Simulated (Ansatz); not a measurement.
# What x(Lu) = 0.75, 8 atoms, Pmmm does to TiAl

Consider TiAl (space group P4/mmm, No. 123; a = 2.797 Å, c = 4.032 Å).

The other end (x = 1) is LuTi (space group P4/mmm, No. 123; a hypothetical phase, not in the database extracts checked): 21.34 Å³/atom, gap zero; this end may not be an ambient phase.

Now apply this change: Lu replaces 75.0 % of the Al, ordered in a cell of 8 atoms (starting symmetry Pmmm) and fully relaxed.

All numbers come from Ansatz (a quantum-chemistry and plane-wave program), PBEsol, PAW, cutoff 420 eV, no spin-orbit coupling. Settings: 15×11×4 k-points, 0.05 eV Fermi–Dirac smearing, for the changed cell.

- Volume per atom: 20.02 Å³ (base 15.78 Å³)
- Density: 7.71 g/cm³ (base 3.94 g/cm³)
- Shortest interatomic distance: 2.725 Å (base 2.797 Å)
- Band gap: zero (base zero)
- Mixing energy: +0.04 eV/atom (to 0.01 eV only: unlike meshes or grids) (against an end that may be hypothetical)
- Deviation of the volume from the linear (Vegard-type) interpolation: +0.3 %

Final structure:

```xyz
8
Lattice="3.0758 0.0000 0.0000 0.0000 4.2116 0.0000 0.0000 0.0000 12.3619" Properties=species:S:1:pos:R:3 pbc="T T T"
Lu     1.5379     2.1058     9.3601
Lu     1.5379     2.1058     6.1810
Lu     1.5379     2.1058     3.0018
Al     1.5379     2.1058     0.0000
Ti     0.0000     0.0000    10.9995
Ti     0.0000     0.0000     7.9447
Ti     0.0000     0.0000     4.4172
Ti     0.0000     0.0000     1.3625
```

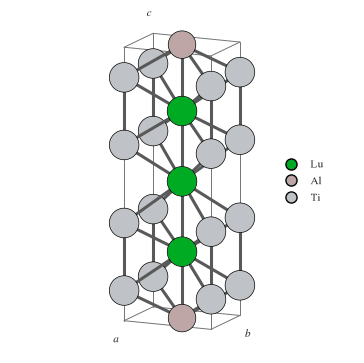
Figure: The relaxed conventional cell after the change

These are small ordered cells, not random alloys; other orderings at the same x differ. Stability against distortions was not tested. The final runs are not spin-polarised. An odd electron count without spin: TiAl and LuTi. Lu3Ti4Al and LuTi have a high density of states at the Fermi level and may be magnetic at this level.
